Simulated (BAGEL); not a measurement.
**One shape, several levels: C3H4ClN (SMILES ClC1=NCC1)**

Aim: a comparison of 4 runs (B3LYP/6-31G*, B3LYP/cc-pVDZ, PBE0/cc-pVDZ, RI-MP2/cc-pVDZ) of C3H4ClN. 

The calculation is run with BAGEL 1.2.2.

### Step 1. Starting point

C3H4ClN has 9 atoms, charge 0, and is taken as a singlet. SMILES: `ClC1=NCC1`. Geometry: relaxed at PBE0-D4/def2-TZVP.

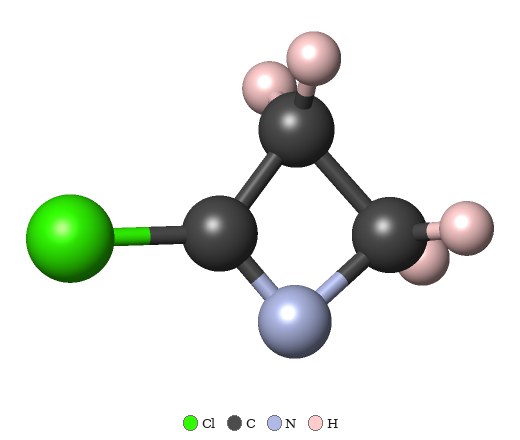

Viewed from a chosen angle; chlorine green, carbon dark grey, nitrogen light blue, hydrogen pink.

### Step 2. A single-point energy at B3LYP/6-31G(d) (density fitting with qzvpp-jkfit, spherical functions) (run 1)

job.json reads:

```json
{ "bagel" : [

{
  "title" : "molecule",
  "basis" : "6-31gs.json",
  "df_basis" : "qzvpp-jkfit",
  "angstrom" : "true",
  "geometry" : [
    { "atom" : "Cl", "xyz" : [      -1.062000,      -2.393100,      -0.798600 ] },
    { "atom" : "C", "xyz" : [      -0.213200,      -0.959500,      -0.414300 ] },
    { "atom" : "N", "xyz" : [       0.962000,      -0.636800,      -0.777800 ] },
    { "atom" : "C", "xyz" : [       0.811700,       0.641200,      -0.020300 ] },
    { "atom" : "C", "xyz" : [      -0.613300,       0.220600,       0.404700 ] },
    { "atom" : "H", "xyz" : [       0.872200,       1.513600,      -0.672400 ] },
    { "atom" : "H", "xyz" : [       1.539900,       0.726900,       0.787400 ] },
    { "atom" : "H", "xyz" : [      -1.437900,       0.813500,       0.007800 ] },
    { "atom" : "H", "xyz" : [      -0.770900,       0.027500,       1.466300 ] }
  ]
},

{
  "title" : "ks",
  "xc_func" : "b3lyp"
},

{
  "title" : "print",
  "file" : "orbitals.molden",
  "orbitals" : "true"
}

]}
```

The basis set 6-31G* is read from a file made from the Basis Set Exchange's data (not shown).

Started as:

```sh
$ BAGEL_NUM_THREADS=1 BAGEL job.json > job.out
```

The log of the run:

```text
* using 1 threads per process

  ===============================================================
  ===============================================================

  *** Geometry ***

  { "atom" : "Cl", "xyz" : [     -2.006889,     -4.522304,     -1.509135 ] },
  { "atom" : "C", "xyz" : [     -0.402890,     -1.813192,     -0.782914 ] },
  { "atom" : "N", "xyz" : [      1.817917,     -1.203378,     -1.469829 ] },
  { "atom" : "C", "xyz" : [      1.533891,      1.211692,     -0.038361 ] },
  { "atom" : "C", "xyz" : [     -1.158969,      0.416874,      0.764772 ] },
  { "atom" : "H", "xyz" : [      1.648219,      2.860289,     -1.270652 ] },
  { "atom" : "H", "xyz" : [      2.909989,      1.373642,      1.487970 ] },
  { "atom" : "H", "xyz" : [     -2.717237,      1.537292,      0.014740 ] },
  { "atom" : "H", "xyz" : [     -1.456790,      0.051967,      2.770905 ] },

  Number of auxiliary basis functions:      502

  Since a DF basis is specified, we compute 2- and 3-index integrals:
    o Being stored without compression. Storage requirement is 0.027 GB

  Number of basis functions:       82
  Number of electrons      :       46

    * METHOD: MOLECULE                             0.19

  *** Kohn-Sham DFT ***

    * Removing 18656 points whose weight is below 1.00e-10
    * Grid points: 115498

  === Nuclear Repulsion ===
   205.4056502664

       - DIIS with orbital gradients will be used.

  === KS iteration (b3lyp / 6-31gs.json) ===
      0       -586.70570676          0.15168465           0.32
      1       -566.22162708          0.18723443           0.31
      2       -562.76325887          0.18092648           0.32
      3       -606.41920367          0.18612441           0.31
      4       -625.82651924          0.09189358           0.32
      5       -631.41724988          0.01731886           0.32
      6       -631.38695768          0.02297224           0.31
      7       -631.59724731          0.00597458           0.32
      8       -631.61238732          0.00225831           0.33
      9       -631.61461869          0.00057658           0.33
     10       -631.61479037          0.00010192           0.33
     11       -631.61479801          0.00001930           0.33
     12       -631.61479828          0.00000729           0.32
     13       -631.61479829          0.00000374           0.32
     14       -631.61479830          0.00000106           0.34
     15       -631.61479830          0.00000065           0.34
     16       -631.61479830          0.00000010           0.34
     17       -631.61479830          0.00000003           0.34
     18       -631.61479830          0.00000001           0.33
     19       -631.61479830          0.00000000           0.34
    * SCF iteration converged.

    * Permanent dipole moment:
           (    0.424708,    -0.840748,    -0.647291) a.u.

    * METHOD: KS                                   7.06

    * METHOD: PRINT                                0.01

  ===============================================================
```

It took 7.5 s on 1 thread of AMD EPYC 9R45 (Zen 5), shared host; peak memory 0.46 GiB.

### Step 3. The energy at B3LYP/cc-pVDZ (density fitting with qzvpp-jkfit) (run 2)

calc.json reads:

```json
{ "bagel" : [

{
  "title" : "molecule",
  "basis" : "cc-pvdz.json",
  "df_basis" : "qzvpp-jkfit",
  "angstrom" : "true",
  "geometry" : [
    { "atom" : "Cl", "xyz" : [      -1.062000,      -2.393100,      -0.798600 ] },
    { "atom" : "C", "xyz" : [      -0.213200,      -0.959500,      -0.414300 ] },
    { "atom" : "N", "xyz" : [       0.962000,      -0.636800,      -0.777800 ] },
    { "atom" : "C", "xyz" : [       0.811700,       0.641200,      -0.020300 ] },
    { "atom" : "C", "xyz" : [      -0.613300,       0.220600,       0.404700 ] },
    { "atom" : "H", "xyz" : [       0.872200,       1.513600,      -0.672400 ] },
    { "atom" : "H", "xyz" : [       1.539900,       0.726900,       0.787400 ] },
    { "atom" : "H", "xyz" : [      -1.437900,       0.813500,       0.007800 ] },
    { "atom" : "H", "xyz" : [      -0.770900,       0.027500,       1.466300 ] }
  ]
},

{ "title" : "ks", "xc_func" : "b3lyp" },

{ "title" : "print", "file" : "orbitals.molden", "orbitals" : "true" }

]}
```

The basis set cc-pVDZ is read from a file made from the Basis Set Exchange's data (not shown).

Started as:

```sh
$ BAGEL_NUM_THREADS=1 BAGEL calc.json > calc.out
```

The log of the run:

```text
* using 1 threads per process

  ===============================================================
  ===============================================================

  *** Geometry ***

  { "atom" : "Cl", "xyz" : [     -2.006889,     -4.522304,     -1.509135 ] },
  { "atom" : "C", "xyz" : [     -0.402890,     -1.813192,     -0.782914 ] },
  { "atom" : "N", "xyz" : [      1.817917,     -1.203378,     -1.469829 ] },
  { "atom" : "C", "xyz" : [      1.533891,      1.211692,     -0.038361 ] },
  { "atom" : "C", "xyz" : [     -1.158969,      0.416874,      0.764772 ] },
  { "atom" : "H", "xyz" : [      1.648219,      2.860289,     -1.270652 ] },
  { "atom" : "H", "xyz" : [      2.909989,      1.373642,      1.487970 ] },
  { "atom" : "H", "xyz" : [     -2.717237,      1.537292,      0.014740 ] },
  { "atom" : "H", "xyz" : [     -1.456790,      0.051967,      2.770905 ] },

  Number of auxiliary basis functions:      502

  Since a DF basis is specified, we compute 2- and 3-index integrals:
    o Being stored without compression. Storage requirement is 0.035 GB

  Number of basis functions:       94
  Number of electrons      :       46

    * METHOD: MOLECULE                             0.21

  *** Kohn-Sham DFT ***

    * Removing 18656 points whose weight is below 1.00e-10
    * Grid points: 115498

  === Nuclear Repulsion ===
   205.4056502664

       - DIIS with orbital gradients will be used.

  === KS iteration (b3lyp / cc-pvdz.json) ===
      0       -593.84090918          0.11407944           0.39
      1       -569.75181568          0.18056812           0.41
      2       -582.84219064          0.12050023           0.38
      3       -591.23781766          0.16216697           0.38
      4       -630.57329578          0.04066563           0.37
      5       -623.76363549          0.07580088           0.38
[... 15 lines of this table left out ...]
     21       -631.65032857          0.00000002           0.39
     22       -631.65032857          0.00000001           0.39
    * SCF iteration converged.

    * Permanent dipole moment:
           (    0.403002,    -0.779852,    -0.604544) a.u.

    * METHOD: KS                                   9.31

    * METHOD: PRINT                                0.01

  ===============================================================
```

It took 9.9 s on 1 thread of AMD EPYC 9R45 (Zen 5), shared host; peak memory 0.5 GiB.

Run 3 isn't shown in full; the table further down has it.

### Step 4. A single-point energy at RI-MP2/cc-pVDZ (density fitting with qzvpp-jkfit) (run 4)

mp2.json reads:

```json
{ "bagel": [

{
  "title": "molecule",
  "basis": "cc-pvdz.json",
  "df_basis": "qzvpp-jkfit",
  "angstrom": true,
  "geometry": [
    { "atom": "Cl", "xyz": [   -1.062000,   -2.393100,   -0.798600 ] },
    { "atom": "C", "xyz": [   -0.213200,   -0.959500,   -0.414300 ] },
    { "atom": "N", "xyz": [    0.962000,   -0.636800,   -0.777800 ] },
    { "atom": "C", "xyz": [    0.811700,    0.641200,   -0.020300 ] },
    { "atom": "C", "xyz": [   -0.613300,    0.220600,    0.404700 ] },
    { "atom": "H", "xyz": [    0.872200,    1.513600,   -0.672400 ] },
    { "atom": "H", "xyz": [    1.539900,    0.726900,    0.787400 ] },
    { "atom": "H", "xyz": [   -1.437900,    0.813500,    0.007800 ] },
    { "atom": "H", "xyz": [   -0.770900,    0.027500,    1.466300 ] }
  ]
},
{ "title": "hf" },
{ "title": "mp2", "ncore": 9 }

]}
```

The basis set cc-pVDZ is read from a file made from the Basis Set Exchange's data (not shown).

Started as:

```sh
$ BAGEL_NUM_THREADS=1 BAGEL mp2.json > mp2.out
```

The log of the run:

```text
* using 1 threads per process

  ===============================================================
  ===============================================================

  *** Geometry ***

  { "atom" : "Cl", "xyz" : [     -2.006889,     -4.522304,     -1.509135 ] },
  { "atom" : "C", "xyz" : [     -0.402890,     -1.813192,     -0.782914 ] },
  { "atom" : "N", "xyz" : [      1.817917,     -1.203378,     -1.469829 ] },
[... 5 lines of this table left out ...]
  { "atom" : "H", "xyz" : [     -1.456790,      0.051967,      2.770905 ] },

  Number of auxiliary basis functions:      502

  Since a DF basis is specified, we compute 2- and 3-index integrals:
    o Being stored without compression. Storage requirement is 0.035 GB

  Number of basis functions:       94
  Number of electrons      :       46

    * METHOD: MOLECULE                             0.21

  *** RHF ***

  === Nuclear Repulsion ===
   205.4056502664

      * DIIS with orbital gradients will be used.

  === RHF iteration (cc-pvdz.json) ===
      0       -629.66728631          0.01316358           0.06
      1       -629.78401148          0.00922276           0.06
      2       -629.83788122          0.00175322           0.06
[... 12 lines of this table left out ...]
     15       -629.84174250          0.00000000           0.06
    * SCF iteration converged.

    * Permanent dipole moment:
           (    0.443315,    -0.886117,    -0.680271) a.u.

    * METHOD: HF                                   1.05

  *** RHF ***

  === Nuclear Repulsion ===
   205.4056502664

      * DIIS with orbital gradients will be used.

  === RHF iteration (cc-pvdz.json) ===
      0       -629.84174250          0.00000000           0.05
    * SCF iteration converged.

    * Permanent dipole moment:
           (    0.443315,    -0.886117,    -0.680271) a.u.

  === DF-MP2 calculation ===

    * freezing 9 orbitals
    * 3-index integral transformation done
    * assembly done

      MP2 correlation energy:   -0.7000778753      0.04

      MP2 total energy:       -630.5418203764

    * METHOD: MP2                                  0.17

  ===============================================================
```

Run time: 1.7 s. Hardware: 1 thread of AMD EPYC 9R45 (Zen 5), shared host; peak memory 0.13 GiB.

### Step 5. Overview of the runs

| run | level | frozen core orbitals | energy (Eh) | dipole moment (D) | HOMO energy (eV) | LUMO energy (eV) | wall time |
| --- | --- | --- | --- | --- | --- | --- | --- |
| 1 | B3LYP/6-31G* (density fitting with qzvpp-jkfit, spherical functions) | – | -631.614798 | 2.90 | -7.55 | -0.26 | 7.5 s |
| 2 | B3LYP/cc-pVDZ (density fitting with qzvpp-jkfit) | – | -631.650329 | 2.71 | -7.59 | -0.28 | 9.9 s |
| 3 | PBE0/cc-pVDZ (density fitting with qzvpp-jkfit) | – | -631.291428 | 2.79 | -7.90 | -0.09 | 10 s |
| 4 | RI-MP2/cc-pVDZ (density fitting with qzvpp-jkfit) | 9 | -630.541820 | – | – | – | 1.7 s |

### Step 6. Outcome

```
                                          quantity          value
                               run 4: total energy  -630.54182 Eh
run 4: correlation energy (9 core orbitals frozen)     -700.1 mEh
```

What this shows: Over runs 1, 2, 3 the dipole moment (its size) runs from 2.71 D (B3LYP/cc-pVDZ) to 2.90 D (B3LYP/6-31G*). Over runs 1, 2, 3 the HOMO–LUMO gap runs from 7.29 eV (B3LYP/6-31G*) to 7.81 eV (PBE0/cc-pVDZ). The two ends differ in method and basis. Totals of different functionals can't be ranked against each other. All runs together took 29 s, the longest 10 s.
